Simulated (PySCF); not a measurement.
# C2H4F3NSi: electronic excitations

What electronic excitations should C2H4F3NSi (`C=N[SiH2]C(F)(F)F`) show?

The runs use PySCF 2.14.0, with density-fitted response routines of our own; the level of theory stands in each step. All values are computed, except where a source is named. Atoms count from 0, in the outputs and in this text.

### Step 1. Starting geometry

11 atoms, charge 0, multiplicity 1; geometry from: GFN2-xTB.

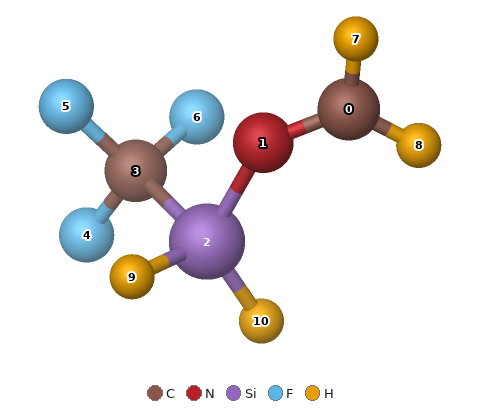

The starting geometry (carbon brown, nitrogen red, silicon purple, fluorine blue, hydrogen amber), atoms numbered.

### Step 2. TDDFT and polarisability: CAM-B3LYP/def2-SVPD

What the job is given:

```
{"job": {"kind": "uv", "xc": "CAM-B3LYP", "basis": "def2-SVPD", "nstates": 8, "ntriplets": 3}, "charge": 0, "multiplicity": 1}
C      1.721285     1.383175    -0.208470
N      1.035645     0.547690     0.416992
Si     0.239584    -0.939657     0.167070
C     -1.599746    -0.389069     0.479949
F     -2.462331    -1.410293     0.288987
F     -1.822666     0.053902     1.729466
F     -2.011513     0.596590    -0.346199
H      2.061604     2.276403     0.308587
H      2.015431     1.287741    -1.254812
H      0.636616    -1.765469     1.295698
H      0.191516    -1.638344    -1.118300
```

Level: TDDFT CAM-B3LYP/def2-SVPD, vertical, gas phase, core orbitals frozen in the response.

Command:

```sh
OMP_NUM_THREADS=1 python probes_run.py task.json out
```

The driver reads the jobs from task.json and runs them one after another.

Output:

```text
coarse grid: 10600 points
cycle   1  E = -721.6063322475  dE =  9.405e-01  |g| = 9.131e-01  |ddm| = 4.352e+00
cycle   2  E = -721.5276149286  dE =  7.872e-02  |g| = 1.192e+00  |ddm| = 1.760e+00
cycle   3  E = -721.7673225107  dE = -2.397e-01  |g| = 5.808e-02  |ddm| = 9.921e-01
cycle   4  E = -721.7677791428  dE = -4.566e-04  |g| = 4.169e-02  |ddm| = 1.243e-01
cycle   5  E = -721.7681246809  dE = -3.455e-04  |g| = 1.265e-02  |ddm| = 5.769e-02
cycle   6  E = -721.7681573836  dE = -3.270e-05  |g| = 2.376e-03  |ddm| = 1.753e-02
cycle   7  E = -721.7681587387  dE = -1.355e-06  |g| = 5.710e-04  |ddm| = 4.049e-03
final grid: 101640 points
cycle   8  E = -721.8613335418  dE = -2.187e-05  |g| = 4.446e-03  |ddm| = 3.700e-02
cycle   9  E = -721.8613326923  dE =  8.495e-07  |g| = 5.191e-03  |ddm| = 7.931e-03
cycle  10  E = -721.8613369007  dE = -4.208e-06  |g| = 3.706e-04  |ddm| = 3.570e-03
cycle  11  E = -721.8613369252  dE = -2.451e-08  |g| = 1.904e-04  |ddm| = 6.258e-04
cycle  12  E = -721.8613369328  dE = -7.554e-09  |g| = 6.547e-05  |ddm| = 2.621e-04
cycle  13  E = -721.8613369337  dE = -9.400e-10  |g| = 1.025e-05  |ddm| = 9.203e-05
converged SCF energy = -721.8613369337

Static polarisability (au): isotropic 61.279, principal 52.180 55.676 75.982

Singlet excitations
state   eV       nm        f      main configurations
  1   3.9191    316.4   0.00053   H->L 0.97
  2   6.3413    195.5   0.03431   H->L+1 0.96
  3   7.1582    173.2   0.00822   H->L+2 0.59, H->L+3 0.34
  4   7.5673    163.8   0.12314   H-1->L 0.66, H->L+3 0.11, H->L+4 0.10
  5   7.6057    163.0   0.20595   H->L+4 0.31, H-1->L 0.31, H->L+3 0.21
  6   8.0466    154.1   0.00445   H->L+4 0.32, H-2->L 0.29, H->L+3 0.17
  7   8.0987    153.1   0.07915   H-1->L+1 0.25, H->L+4 0.23, H-2->L 0.23
  8   8.3018    149.3   0.10247   H-1->L+1 0.48, H-2->L 0.38

Triplet excitations (Tamm-Dancoff, eV): 3.3417 5.0614 5.9437
```

It took 23 s on 1 thread of Intel Xeon 6975P-C, shared host; peak memory 0.79 GiB.

The orbitals next to the gap, with their largest atomic shares:

| orbital | eV | atoms |
| --- | --- | --- |
| HOMO−3 | -12.52 | N1 30 %, Si2 19 %, C0 18 % |
| HOMO−2 | -11.74 | Si2 27 %, N1 16 %, H9 16 % |
| HOMO−1 | -10.72 | C3 20 %, Si2 17 %, N1 13 % |
| HOMO | -8.96 | N1 57 %, C0 16 %, Si2 10 % |
| LUMO | -0.36 | C0 40 %, N1 31 %, Si2 8 % |
| LUMO+1 | 0.74 | Si2 36 %, C0 16 %, H10 11 % |
| LUMO+2 | 1.36 | Si2 32 %, H10 11 %, C0 10 % |

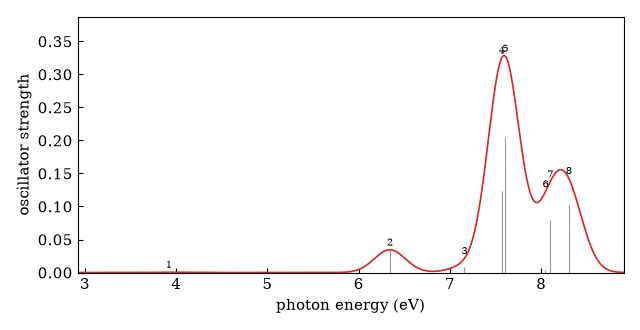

Absorption spectrum from the 8 singlet states computed; above the last one it falls off for lack of states. Lines are broadened to a width of 0.40 eV (Gaussian).

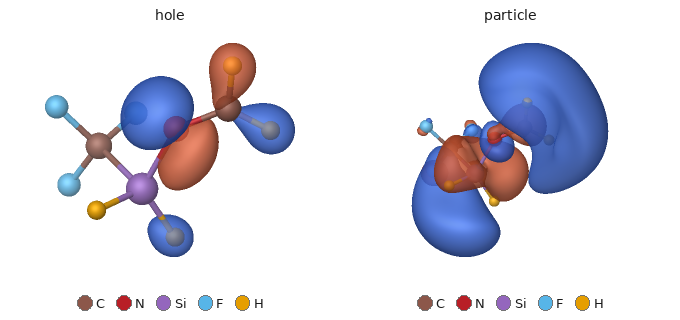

Leading natural transition orbitals of singlet state 5: the electron leaves the hole (left) for the particle orbital (right).

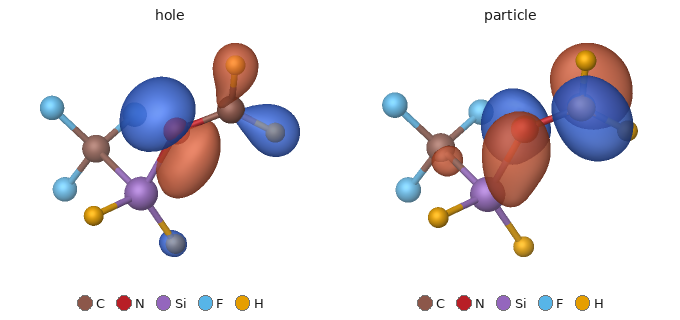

Leading natural transition orbitals of singlet state 1: the electron leaves the hole (left) for the particle orbital (right).

Further results of this job:

| property | computed |
| --- | --- |
| dipole moment (D) | 3.98 |
| polarisability (Å³) | 9.08 |
| HOMO–LUMO gap (eV) | 8.60 |
| −ε(HOMO) (eV) | 8.96 |

The fields below are evaluated on a grid from the run's orbitals.

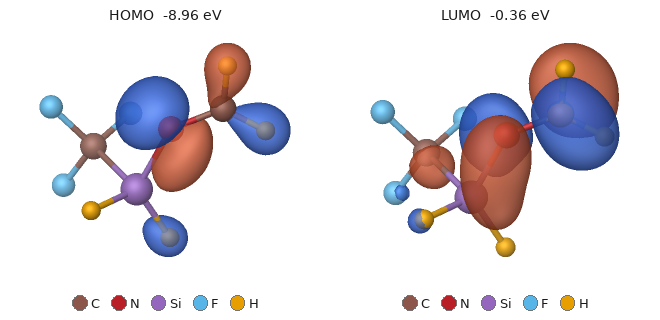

CAM-B3LYP/def2-SVPD orbitals near the gap, drawn at the value that encloses 70 % of each; the two colours are the two signs.

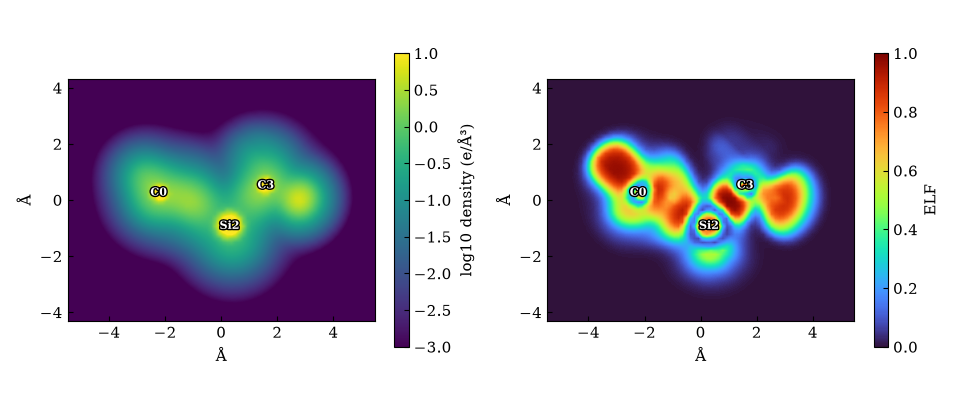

Density (left) and ELF (right) in a plane through or near 3 of the atoms.

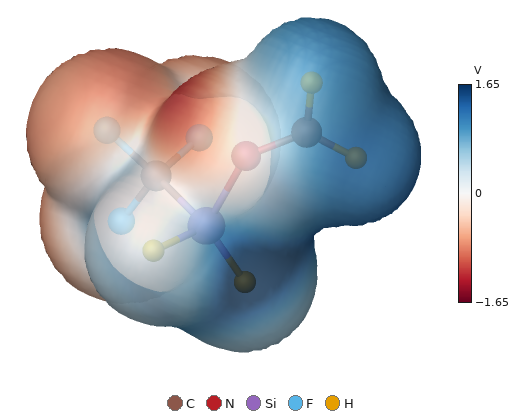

Electrostatic potential on the surface of density 0.002 e/bohr³; red is low, blue high. It runs from -1.00 V near N1 to 1.65 V near Si2.

### Step 3. What came out

```
                                quantity                        value
    lowest singlet (CAM-B3LYP/def2-SVPD)  3.92 eV (316 nm), f = 0.001
brightest single state of those computed  state 5, 7.61 eV, f = 0.206
                          lowest triplet                      3.34 eV
   surface potential, least and greatest           -1.00 V and 1.65 V
```

What this shows: The lowest singlet, at 3.92 eV, is HOMO→LUMO 0.97 and is dark; of the 8 states computed, the strongest absorption comes from state 5 at 7.61 eV (the last state computed is bright too, and its partners may lie past the list). The lowest triplet lies 0.58 eV below the lowest singlet (triplets in Tamm-Dancoff, singlets in full TDDFT). By nearest atom (CAM-B3LYP/def2-SVPD), the HOMO sits on N1 63 %; H7, H8 about 10 % each and the LUMO on C0 33 %; N1 29 %.
